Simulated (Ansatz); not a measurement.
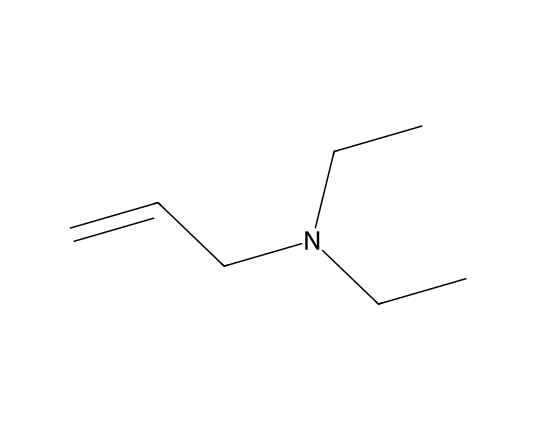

The geometry was computed by an optimisation with PBE0-D4/def2-TZVP. No frequency run is at hand to confirm it as a minimum. Program: Ansatz 0.2.0.

At this fixed geometry, give dipole (D) at these levels: B3LYP-D4/def2-TZVPP; PBE-D4/def2-TZVPP; PBE0-D4/def2-TZVP; r2SCAN-D4/def2-TZVPP; ωB97M-V/def2-TZVPP.

```json
{"level": "B3LYP-D4/def2-TZVPP", "dipole (D)": "0.58"}
{"level": "PBE-D4/def2-TZVPP", "dipole (D)": "0.55"}
{"level": "PBE0-D4/def2-TZVP", "dipole (D)": "0.59"}
{"level": "r2SCAN-D4/def2-TZVPP", "dipole (D)": "0.57"}
{"level": "ωB97M-V/def2-TZVPP", "dipole (D)": "0.60"}
```
